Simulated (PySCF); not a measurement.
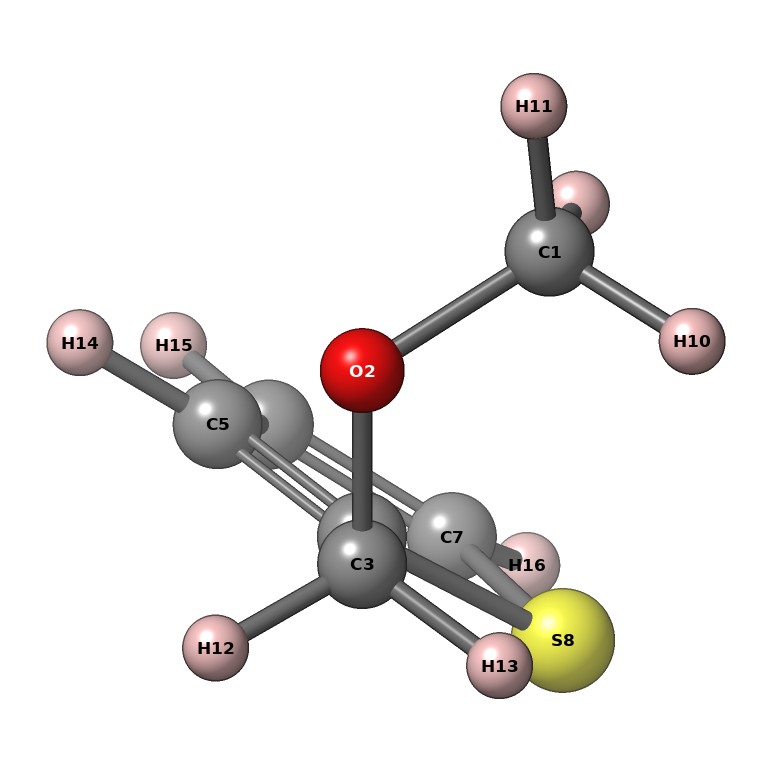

C4 lies behind C3. The molecule seen nearly along the C3–C4 bond, C3 in front. Depth is shown by fading: the farther an atom, the more it takes the colour of the background. Computed geometry: PBE0-D3(BJ)/def2-SVP optimisation. No frequency run is at hand to confirm it as a minimum.

What is the torsion angle O2–C3–C4–S8? The sign is positive where the front bond must turn clockwise to cover the back bond.

121°, anticlinal.
